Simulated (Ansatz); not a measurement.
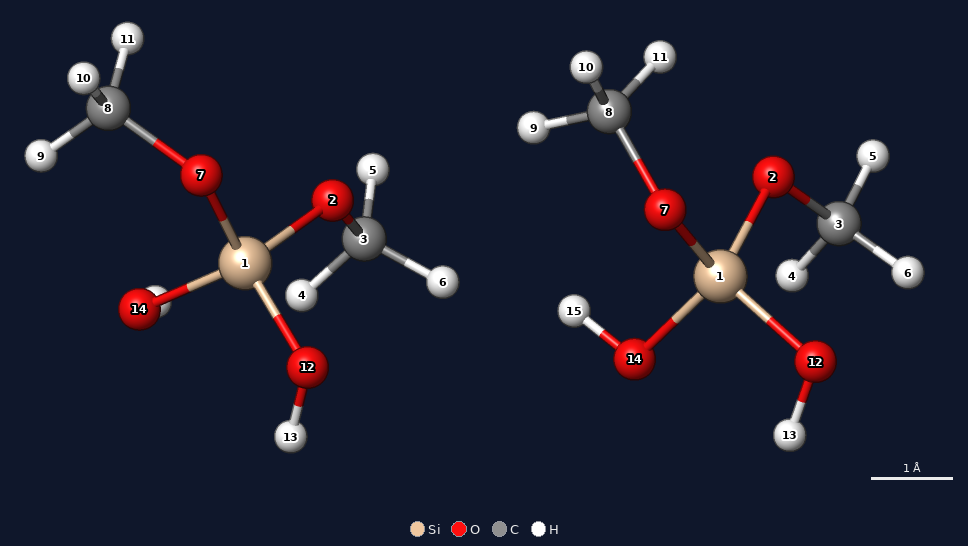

Two geometries of C2H8O4Si, drawn at one scale. One is the start of a relaxation, the other its converged end. The picture is a ball-and-stick view, seen from a free direction.

All numbers below come from Ansatz 0.2.0, RKS r2SCANh-D4/STO-3G. Set-up: no spin polarisation; force threshold 0.02 eV/Å; at most 40 steps.

Which of the two is the end point?

The right one is the relaxed one. The run prepares the start of a later molecular dynamics calculation, from a guessed geometry. After 19 accepted moves (21 points after the start) the energy has fallen by 0.667 eV. Largest force component: 2.5 eV/Å at the start, 0.01 eV/Å at the end. The line search rejected the trial steps at points 9, 11 of the run. The forces were under the threshold at step 10, but the run went on from there. H15 moves most after the best rigid fit: 1.01 Å. Largest moves by element: H 1.01 Å, O 0.63 Å, C 0.30 Å, Si 0.21 Å. Near-neighbour distances that change, for instance: O2–C3 1.420 → 1.453 Å, Si1–O2 1.680 → 1.707 Å, Si1–O14 1.679 → 1.697 Å, Si1–O12 1.679 → 1.689 Å. Bond angles that change, for instance: Si1–O2–C3 125.0° → 110.6°, Si1–O7–C8 125.0° → 111.9°, Si1–O12–H13 109.5° → 103.3°. Groups turn about Si1–O14 by about 70°, Si1–O7 by about 50°, O2–C3 by about 40°. Cost: 2.6 min on 1 thread of Intel(R) Xeon(R) Platinum 8259CL CPU @ 2.50GHz (Skylake/Cascade Lake), on a shared host, peak memory 0.18 GiB.

Limits of the set-up: STO-3G is a minimal basis, so the numbers are rough.
